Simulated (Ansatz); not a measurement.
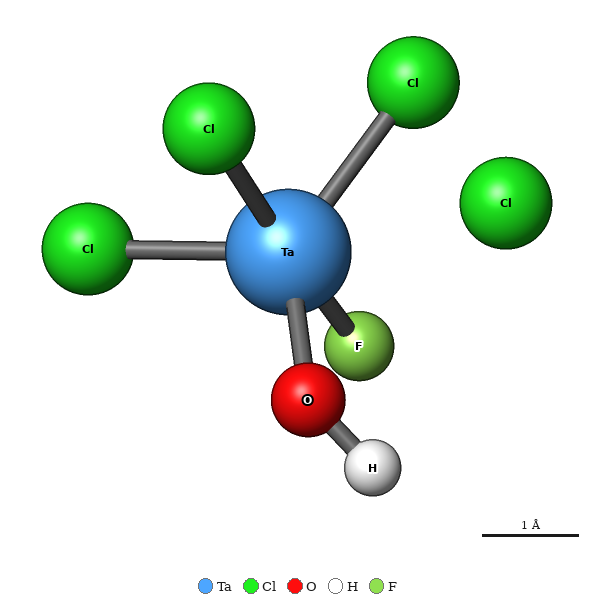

Figure 1. The starting structure (ball-and-stick view, seen at a tilt). Sticks mark near contacts.

# Geometry relaxation, with input and output: TaHCl4OF

- system: TaHCl4OF, multiplicity 2
- method: UKS PBE/def2-SVP (Ansatz 0.2.0)

It belongs to a series of runs on one base structure; here: end point A relaxed.

## Output
```
The last accepted step is kept in [file] (removed where the run ends without a failure and the disk answers)
Engine: ansatz 0.2.0, aarch64-unknown-linux-gnu
Functional definition: PBE
  parameter kappa = 0.804
  parameter beta = 0.06672455060314922
  exchange = pbe_x(kappa = kappa, mu = beta*pi^2/3)
  correlation = pbe_c(beta = beta)
1433 factors; their error is unknown
mean field evaluation 1: about -56377.2012 eV, gradient 4.9e1 eV
mean field evaluation 2: about -56123.8025 eV, gradient 2.4e2 eV
mean field evaluation 4: about -56382.2426 eV, gradient 3.0e1 eV
mean field evaluation 8: about -56385.9497 eV, gradient 1.3e0 eV
mean field evaluation 16: about -56385.8784 eV, gradient 5.0e-3 eV
mean field evaluation 32: about -56385.2031 eV, gradient 6.5e0 eV
mean field evaluation 64: about -56385.8274 eV, gradient 2.0e0 eV
mean field -56385.87839548 eV, -2072.1428113128 hartree, gradient 4.4e-6 eV, S^2 0.752073; 8 other end points of the search recorded, 0 dependent functions left out
the calculation of the forces begins
reference -56385.87845946 eV, -2072.1428136639 hartree; 50, 49 occupied and 87, 88 virtual orbitals, 1433 factors
relax step   1: F+E_penalty+E_count = -56385.87839548 eV  Δ(F+E_penalty+E_count) = +0.000e0 eV  max|allowed force component| = 6.818e-1 eV/Å  Δτ_max = 0.0000 Å  (166 SCF iters, accepted)
these checks for a lower state are left out or cut short: starts, cluster_reference, orbital_swaps, neighbouring_geometries, increment
1433 factors; their error is unknown
mean field -56386.00243633 eV, -2072.1473697301 hartree, gradient 1.6e-5 eV, S^2 0.751995; 0 other end points of the search recorded, 0 dependent functions left out
[... from here on the field's lines of each further geometry are left out, up to the last ...]
relax step   2: F+E_penalty+E_count = -56386.00243633 eV  Δ(F+E_penalty+E_count) = -1.240e-1 eV  max|allowed force component| = 4.235e-1 eV/Å  Δτ_max = 0.1316 Å  (52 SCF iters, accepted)
relax step   3: F+E_penalty+E_count = -56386.14450380 eV  Δ(F+E_penalty+E_count) = -1.421e-1 eV  max|allowed force component| = 5.262e-1 eV/Å  Δτ_max = 0.1927 Å  (41 SCF iters, accepted)
relax step   4: F+E_penalty+E_count = -56386.22825695 eV  Δ(F+E_penalty+E_count) = -8.375e-2 eV  max|allowed force component| = 1.119e0 eV/Å  Δτ_max = 0.1950 Å  (41 SCF iters, accepted)
relax step   5: F+E_penalty+E_count = -56386.40387597 eV  Δ(F+E_penalty+E_count) = -1.756e-1 eV  max|allowed force component| = 1.062e0 eV/Å  Δτ_max = 0.1952 Å  (41 SCF iters, accepted)
relax step   6: F+E_penalty+E_count = -56386.42845151 eV  Δ(F+E_penalty+E_count) = -2.458e-2 eV  max|allowed force component| = 1.020e0 eV/Å  Δτ_max = 0.1709 Å  (41 SCF iters, accepted)
relax step   7: F+E_penalty+E_count = -56386.45244891 eV  Δ(F+E_penalty+E_count) = -2.400e-2 eV  max|allowed force component| = 7.295e-1 eV/Å  Δτ_max = 0.1731 Å  (44 SCF iters, accepted)
relax step   8: F+E_penalty+E_count = -56386.49271045 eV  Δ(F+E_penalty+E_count) = -4.026e-2 eV  max|allowed force component| = 2.506e-1 eV/Å  Δτ_max = 0.1111 Å  (41 SCF iters, accepted)
relax step   9: F+E_penalty+E_count = -56386.50134910 eV  Δ(F+E_penalty+E_count) = -8.639e-3 eV  max|allowed force component| = 4.541e-1 eV/Å  Δτ_max = 0.2000 Å  (43 SCF iters, accepted)
relax step  10: F+E_penalty+E_count = -56386.51593698 eV  Δ(F+E_penalty+E_count) = -1.459e-2 eV  max|allowed force component| = 1.824e-1 eV/Å  Δτ_max = 0.0669 Å  (37 SCF iters, accepted)
relax step  11: F+E_penalty+E_count = -56386.52042965 eV  Δ(F+E_penalty+E_count) = -4.493e-3 eV  max|allowed force component| = 2.158e-1 eV/Å  Δτ_max = 0.0698 Å  (37 SCF iters, accepted)
relax step  12: F+E_penalty+E_count = -56386.52308254 eV  Δ(F+E_penalty+E_count) = -2.653e-3 eV  max|allowed force component| = 3.601e-1 eV/Å  Δτ_max = 0.0869 Å  (36 SCF iters, accepted)
relax step  13: F+E_penalty+E_count = -56386.52535680 eV  Δ(F+E_penalty+E_count) = -2.274e-3 eV  max|allowed force component| = 7.797e-2 eV/Å  Δτ_max = 0.0939 Å  (41 SCF iters, accepted)
relax step  14: F+E_penalty+E_count = -56386.52733659 eV  Δ(F+E_penalty+E_count) = -1.980e-3 eV  max|allowed force component| = 8.378e-2 eV/Å  Δτ_max = 0.0330 Å  (38 SCF iters, accepted)
relax step  15: F+E_penalty+E_count = -56386.52807345 eV  Δ(F+E_penalty+E_count) = -7.369e-4 eV  max|allowed force component| = 9.595e-2 eV/Å  Δτ_max = 0.0435 Å  (36 SCF iters, accepted)
relax step  16: F+E_penalty+E_count = -56386.52395394 eV  Δ(F+E_penalty+E_count) = +4.120e-3 eV  max|allowed force component| = 2.358e-1 eV/Å  Δτ_max = 0.0334 Å  (37 SCF iters, rejected (line search))
the calculation of the forces begins
reference -56386.52872992 eV, -2072.1667106627 hartree; 50, 49 occupied and 87, 88 virtual orbitals, 1433 factors
relax step  17: F+E_penalty+E_count = -56386.52866460 eV  Δ(F+E_penalty+E_count) = -5.911e-4 eV  max|allowed force component| = 1.619e-2 eV/Å  Δτ_max = 0.0140 Å  (37 SCF iters, accepted)
1433 factors; their error is unknown
mean field evaluation 224: about -56386.3785 eV, gradient 1.6e0 eV
```

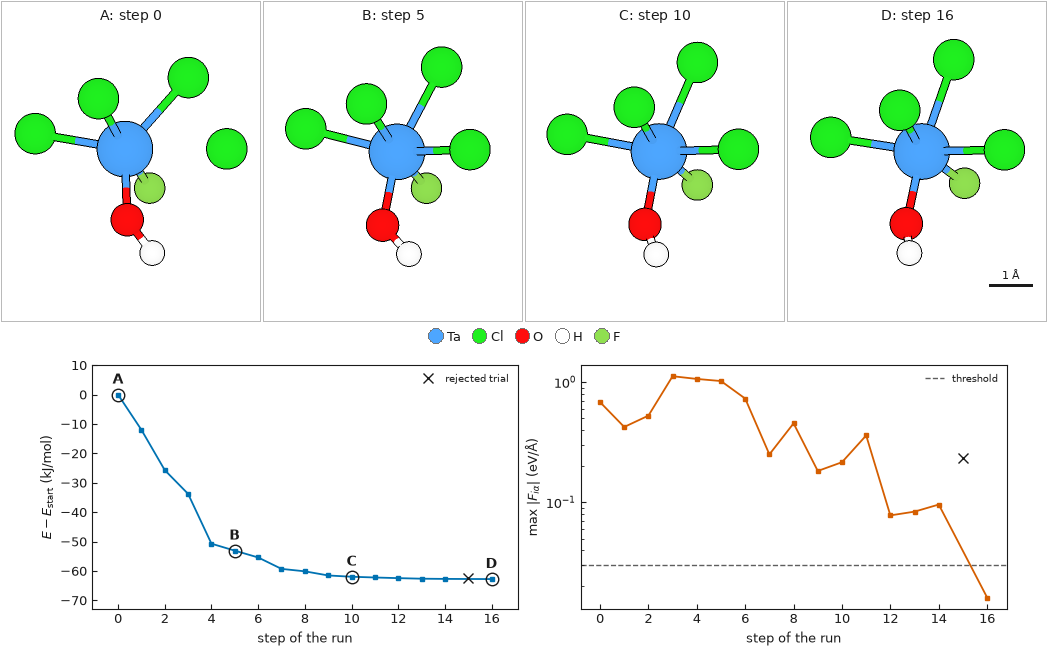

Figure 2. Frames of the relaxation (ball-and-stick view, seen at a tilt) above the curves, on which the letters mark them (the first geometry is step 0 here and step 1 in the log).

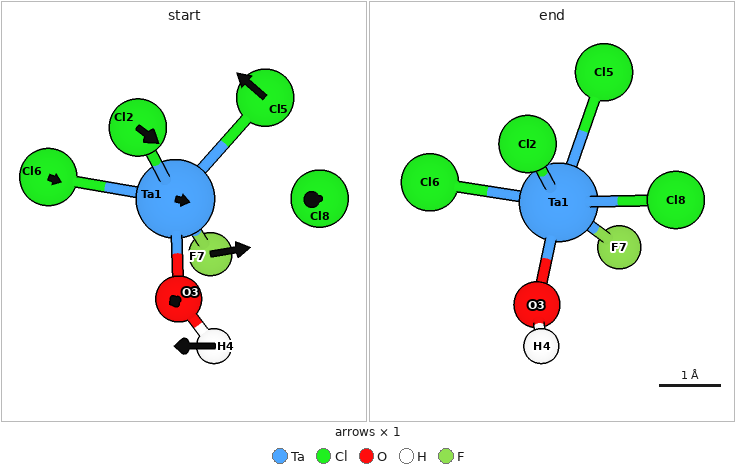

Figure 3. Before (left) and after (right) the relaxation, at one scale (ball-and-stick view, seen at a tilt). The black arrows give the displacements, at true length. Over 16 geometry steps the energy falls by 62.7 kJ/mol. Largest force component: 0.68 eV/Å at the start, 0.016 eV/Å at the end. The line search rejected the trial step at point 15 (counted from 0) and went back. The largest move after the best rigid fit is that of H4, 0.90 Å. By element the largest moves are H 0.90 Å, Cl 0.74 Å, F 0.70 Å, Ta 0.26 Å, O 0.26 Å. Distances before and after: Ta1–Cl8 3.382 → 2.585 Å, Ta1–Cl2 2.457 → 2.554 Å, Ta1–Cl5 2.316 → 2.349 Å, Ta1–F7 1.903 → 1.876 Å. Among the angles that change: O3–Ta1–Cl5 137.7° → 168.4°, Ta1–O3–H4 132.3° → 154.2°, Cl2–Ta1–F7 176.8° → 158.8°. (Atoms are counted from 1 in the order of the input.)

```
mean field -56386.52866460 eV, -2072.1667082622 hartree, gradient 2.2e-5 eV, S^2 0.752125; 7 other end points of the search recorded, 0 dependent functions left out
the calculation of the forces begins
reference -56386.52872992 eV, -2072.1667106627 hartree; 50, 49 occupied and 87, 88 virtual orbitals, 1433 factors
Total energy: -56386.52872992 eV, -2072.1667106627 hartree
Atom 0 at     0.312616    -0.068816    -0.057318 Å, force     0.015039    -0.003036     0.010418 eV/Å
Atom 1 at     2.357112     1.448062     0.142765 Å, force    -0.001375    -0.003109     0.002949 eV/Å
Atom 2 at     0.403457    -0.241321     1.819326 Å, force     0.008224     0.001787     0.000940 eV/Å
Atom 3 at     0.862835    -0.387910     2.663002 Å, force    -0.007104     0.003566    -0.016189 eV/Å
Atom 4 at     0.653315     0.009456    -2.379909 Å, force     0.001792    -0.001319     0.001299 eV/Å
Atom 5 at    -1.209398     1.660990    -0.047480 Å, force    -0.012997     0.013395     0.002776 eV/Å
Atom 6 at    -0.680611    -1.649496    -0.242409 Å, force    -0.005665    -0.010325    -0.001324 eV/Å
Atom 7 at     2.625975    -1.220767     0.009124 Å, force     0.002087    -0.000959    -0.000869 eV/Å
Dipole moment:     0.123334     0.007821     0.650053 e Å
```

## Trajectory as extended XYZ (Å, eV, eV/Å), 13 of the 17 frames kept, from step=1 to step=17
```
8
Properties=species:S:1:pos:R:3:forces:R:3 step=1 energy=-56385.87839
Ta    0.2466    0.1730   -0.0258    0.3547   0.0573   0.0527
Cl    2.0551    1.8362   -0.0657   -0.1004  -0.6818   0.0556
O     0.6395   -0.2870    1.7586   -0.1188  -0.0725  -0.0160
H     0.6252   -1.1396    2.2370    0.0950   0.1167  -0.0209
Cl    0.7844   -0.5817   -2.1483    0.0279   0.0470  -0.0402
Cl   -1.3064    1.8545   -0.0731   -0.0202   0.0052  -0.0068
F    -1.0818   -1.1897   -0.0104    0.1099   0.0988   0.0314
Cl    3.3628   -1.1156    0.2349   -0.3481   0.4294  -0.0558
8
Properties=species:S:1:pos:R:3:forces:R:3 step=2 energy=-56386.00244
Ta    0.2521    0.1593   -0.0300   -0.0576  -0.1737   0.0858
Cl    2.0869    1.7108   -0.0415    0.3955  -0.1190   0.0323
O     0.6017   -0.2632    1.7722   -0.0665  -0.2607   0.1140
H     0.6714   -1.1141    2.2530    0.0613   0.2270  -0.0586
Cl    0.7845   -0.5389   -2.1768   -0.0459  -0.0243  -0.0482
Cl   -1.3029    1.8408   -0.0831    0.0760   0.0321  -0.0223
F    -1.0708   -1.2017   -0.0099    0.0388  -0.1049  -0.0547
Cl    3.3023   -1.0427    0.2233   -0.4016   0.4235  -0.0482
8
Properties=species:S:1:pos:R:3:forces:R:3 step=4 energy=-56386.22826
Ta    0.2849    0.0989   -0.0227   -0.0818  -0.6471   0.0995
Cl    2.2191    1.5700   -0.0010    0.2393   1.1193  -0.0396
O     0.4894   -0.2517    1.8249    0.2415  -0.8471   0.4267
H     0.7691   -1.0718    2.3176   -0.2194   0.8819  -0.3956
Cl    0.7482   -0.4972   -2.2286   -0.0854   0.0693  -0.0809
Cl   -1.1975    1.8393   -0.1024    0.0827   0.0564  -0.0301
F    -0.9889   -1.3044   -0.0509    0.0306  -0.0554  -0.0497
Cl    3.0010   -0.8330    0.1702   -0.2076  -0.5773   0.0697
8
Properties=species:S:1:pos:R:3:forces:R:3 step=5 energy=-56386.40388
Ta    0.3235    0.0509   -0.0233   -0.1235  -0.3975   0.0330
Cl    2.2397    1.6737    0.0135    0.0590   0.3401  -0.0002
O     0.4650   -0.2532    1.8430    0.4281  -0.9957   0.5583
H     0.8267   -1.0366    2.3547   -0.4139   1.0623  -0.5148
Cl    0.7391   -0.4659   -2.2687   -0.0710   0.1021  -0.0341
Cl   -1.1389    1.8207   -0.1137    0.1121  -0.0005  -0.0193
F    -0.9416   -1.3588   -0.0680    0.1026   0.0587  -0.0445
Cl    2.8117   -0.8806    0.1695   -0.0935  -0.1693   0.0215
8
Properties=species:S:1:pos:R:3:forces:R:3 step=6 energy=-56386.42845
Ta    0.3462   -0.0481   -0.0288   -0.4520   0.2945  -0.1326
Cl    2.2184    1.6955    0.0562    0.1176   0.0279  -0.0003
O     0.4272   -0.2451    1.8629    0.6061  -1.0202   0.5600
H     0.8758   -0.9339    2.4365   -0.5683   0.9472  -0.5314
Cl    0.6598   -0.3372   -2.3484    0.0881  -0.0842   0.1689
Cl   -1.0187    1.8002   -0.1561   -0.0777  -0.0467   0.0671
F    -0.9042   -1.4625   -0.0892    0.1335   0.0356  -0.0474
Cl    2.7207   -0.9189    0.1739    0.1527  -0.1542  -0.0843
8
Properties=species:S:1:pos:R:3:forces:R:3 step=8 energy=-56386.49271
Ta    0.3041   -0.0186   -0.0419    0.0638  -0.0656  -0.0027
Cl    2.2801    1.6425    0.0996   -0.1384  -0.0583  -0.0429
O     0.4345   -0.2910    1.8201    0.0584  -0.1008   0.2506
H     0.9141   -0.7958    2.5074   -0.1077   0.1653  -0.1634
Cl    0.6887   -0.3233   -2.3262    0.0638   0.0838  -0.0888
Cl   -1.1286    1.7830   -0.1215    0.0940  -0.0868   0.0299
F    -0.9010   -1.4645   -0.1608    0.0657   0.0802   0.0486
Cl    2.7334   -0.9822    0.1305   -0.0997  -0.0179  -0.0313
8
Properties=species:S:1:pos:R:3:forces:R:3 step=9 energy=-56386.50135
Ta    0.3214   -0.0451   -0.0356   -0.1611  -0.0824  -0.4541
Cl    2.2806    1.5736    0.0878    0.0741  -0.0073   0.0112
O     0.3955   -0.2604    1.8437    0.2452  -0.1422   0.1630
H     0.8966   -0.6221    2.6051   -0.2204   0.1452  -0.2838
Cl    0.6710   -0.1901   -2.3896   -0.0214   0.1318   0.4185
Cl   -1.1219    1.7486   -0.0581   -0.0095  -0.0288  -0.0229
F    -0.7707   -1.5635   -0.2298   -0.0105   0.0060   0.1428
Cl    2.6529   -1.0907    0.0837    0.1036  -0.0222   0.0252
8
Properties=species:S:1:pos:R:3:forces:R:3 step=10 energy=-56386.51594
Ta    0.3168   -0.0482   -0.0488   -0.1824  -0.0556   0.0272
Cl    2.2795    1.5755    0.0839    0.0701   0.0237   0.0328
O     0.4030   -0.2639    1.8289   -0.0070   0.0880  -0.1564
H     0.8991   -0.6501    2.5666    0.0705  -0.0423   0.1543
Cl    0.6907   -0.1725   -2.3651   -0.0215  -0.0189   0.0289
Cl   -1.1264    1.7407   -0.0810   -0.0312   0.0146  -0.0078
F    -0.8073   -1.5530   -0.1748    0.0488   0.0251  -0.0736
Cl    2.6699   -1.0784    0.0974    0.0528  -0.0345  -0.0054
8
Properties=species:S:1:pos:R:3:forces:R:3 step=12 energy=-56386.52308
Ta    0.3067   -0.0607   -0.0573    0.0834   0.0382  -0.0048
Cl    2.3181    1.5089    0.1209    0.0030   0.0182  -0.0175
O     0.4141   -0.2505    1.8155    0.1226  -0.1188   0.3601
H     0.8685   -0.5196    2.6410   -0.1723   0.1207  -0.3548
Cl    0.6582   -0.0876   -2.3807   -0.0062   0.0104   0.0447
Cl   -1.1612    1.7168   -0.0629    0.0100  -0.0615  -0.0061
F    -0.7386   -1.6140   -0.2164    0.0024   0.0140   0.0010
Cl    2.6596   -1.1431    0.0470   -0.0428  -0.0213  -0.0226
8
Properties=species:S:1:pos:R:3:forces:R:3 step=13 energy=-56386.52536
Ta    0.3068   -0.0383   -0.0536   -0.0147  -0.0326  -0.0128
Cl    2.3632    1.4481    0.1491   -0.0149   0.0046  -0.0176
O     0.4041   -0.2295    1.8209    0.0308   0.0477   0.0780
H     0.8834   -0.4367    2.6423   -0.0450   0.0170  -0.0666
Cl    0.6554   -0.0099   -2.3755    0.0113   0.0295   0.0018
Cl   -1.2426    1.6740   -0.0728    0.0774  -0.0639   0.0343
F    -0.6638   -1.6341   -0.2237   -0.0403  -0.0196  -0.0217
Cl    2.6188   -1.2234    0.0204   -0.0045   0.0173   0.0045
8
Properties=species:S:1:pos:R:3:forces:R:3 step=14 energy=-56386.52734
Ta    0.3098   -0.0543   -0.0539   -0.0371   0.0104  -0.0379
Cl    2.3518    1.4581    0.1198    0.0157   0.0092   0.0352
O     0.3984   -0.2278    1.8230    0.0838  -0.0237   0.0753
H     0.8737   -0.4391    2.6458   -0.0469   0.0291  -0.0693
Cl    0.6709   -0.0078   -2.3758   -0.0345  -0.0094   0.0155
Cl   -1.2209    1.6702   -0.0495    0.0305  -0.0218  -0.0131
F    -0.6857   -1.6356   -0.2296    0.0030  -0.0039  -0.0180
Cl    2.6274   -1.2136    0.0274   -0.0145   0.0100   0.0124
8
Properties=species:S:1:pos:R:3:forces:R:3 step=16 energy=-56386.52395 accepted=F
Ta    0.3076   -0.0818   -0.0648    0.0701   0.0774   0.2358
Cl    2.3710    1.4591    0.1578   -0.1069  -0.0791  -0.0271
O     0.4034   -0.2422    1.8112   -0.0212  -0.0176   0.0010
H     0.8621   -0.3831    2.6546    0.0295   0.0012   0.0450
Cl    0.6530    0.0057   -2.3691    0.0301   0.0043  -0.2290
Cl   -1.2012    1.6610   -0.0482   -0.0161   0.0056  -0.0089
F    -0.6938   -1.6590   -0.2352    0.0004   0.0182  -0.0251
Cl    2.6232   -1.2094    0.0008    0.0142  -0.0099   0.0083
8
Properties=species:S:1:pos:R:3:forces:R:3 step=17 energy=-56386.52866
Ta    0.3126   -0.0688   -0.0573    0.0150  -0.0030   0.0104
Cl    2.3571    1.4481    0.1428   -0.0014  -0.0031   0.0029
O     0.4035   -0.2413    1.8193    0.0082   0.0018   0.0009
H     0.8628   -0.3879    2.6630   -0.0071   0.0036  -0.0162
Cl    0.6533    0.0095   -2.3799    0.0018  -0.0013   0.0013
Cl   -1.2094    1.6610   -0.0475   -0.0130   0.0134   0.0028
F    -0.6806   -1.6495   -0.2424   -0.0057  -0.0103  -0.0013
Cl    2.6260   -1.2208    0.0091    0.0021  -0.0010  -0.0009
```

The run was set up as follows.

## The input
```yaml
crystal:
  periodic: [false, false, false]
  atoms:
    - { symbol: Ta, position_ang: [0.246593, 0.173023, -0.025825] }
    - { symbol: Cl, position_ang: [2.055097, 1.836196, -0.065748] }
    - { symbol: O, position_ang: [0.63946, -0.287, 1.75858] }
    - { symbol: H, position_ang: [0.625206, -1.139558, 2.237001] }
    - { symbol: Cl, position_ang: [0.78442, -0.581704, -2.148339] }
    - { symbol: Cl, position_ang: [-1.306406, 1.854528, -0.073084] }
    - { symbol: F, position_ang: [-1.081846, -1.189718, -0.010375] }
    - { symbol: Cl, position_ang: [3.362776, -1.115568, 0.23489] }
magnetization:
  spin_polarized: true
  initial_magnetization: 1
basis:
  gaussian: { orbitals: def2-SVP }
hamiltonian:
  xc: pbe
relax:
  f_tol: 0.03
  max_steps: 50
```

Run as:
```bash
ansatz run input.yaml --threads 4 --pin off --max-ram 5120MiB --backend cpu --events-out ev --progress --plain --runs-dir out
```

## Key numbers

- outcome: converged
- total energy: −56386.5287 eV
- mean-field energy: −56386.5287 eV
- ⟨S²⟩: 0.752
- largest force (length of the vector) at the end: 0.019 eV/Å
- hardware: 4 threads of Arm Neoverse V2, 24 GiB of memory available, shared host
- wall time: 91 s (CPU time 5.8 min)
- peak memory: 0.32 GiB
